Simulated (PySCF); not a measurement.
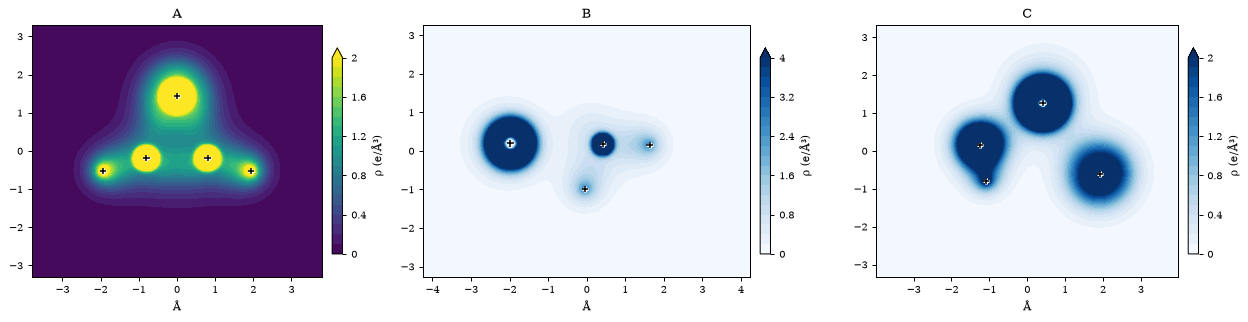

The electron density of 3 systems, each on a plane through atoms (crosses mark nuclei in the plane).

Level of theory: PySCF 2.14.0, Gaussian-basis quantum chemistry of an isolated molecule with PySCF, energy and nuclear gradient, functional PBE0.

System 1: ClHOSn, the molecular plane. Geometry: PBE0-D4/def2-SVP; core potentials replace the inner electrons of Sn.

| atom | x (Å) | y (Å) | z (Å) |
| --- | --- | --- | --- |
| Cl | -1.5984 | 0.7608 | -1.4647 |
| O | 0.9767 | -0.0997 | 0.3493 |
| Sn | 0.8078 | 0.8414 | -1.3937 |
| H | 0.1278 | -0.3529 | 0.7370 |

System 2: BH$_{4}$In, the plane of atoms H4, B1 and H5. Geometry: PBE0-D4/def2-SVP; core potentials replace the inner electrons of In.

```xyz
6

B    -0.3867   -0.9325   -0.3740
In   -0.8599    1.3685   -0.8416
H     0.6264   -0.2116   -0.1828
H    -1.3091   -0.4986    0.3631
H    -0.1470   -2.0980   -0.1369
H    -0.7469   -0.7760   -1.5691
```

System 3: B$_{2}$H$_{2}$S, the molecular plane. Geometry: B3LYP-D4/def2-SVP.

```yaml
atoms:
  - { symbol: B, position_ang: [0.0208, -0.1844, 0.9878] }
  - { symbol: B, position_ang: [0.6348, -0.3395, -0.4821] }
  - { symbol: S, position_ang: [-0.0572, 1.2805, -0.0709] }
  - { symbol: H, position_ang: [1.1541, -0.7718, -1.4656] }
  - { symbol: H, position_ang: [-0.3382, -0.3948, 2.1062] }
```

Match each panel to its system.

Panel A is system 3, B$_{2}$H$_{2}$S: the plane holds B, S and H. B–B (1.60 Å): the density is about 1.1 e/Å³ at the midpoint. Panel B is system 2, BH$_{4}$In: the plane holds B, In and H. In–B (2.40 Å): ρ is about 0.33 e/Å³ halfway. Panel C is system 1, ClHOSn: the plane holds Cl, O, Sn and H. Sn–O (1.99 Å): ρ at the midpoint is about 0.78 e/Å³.
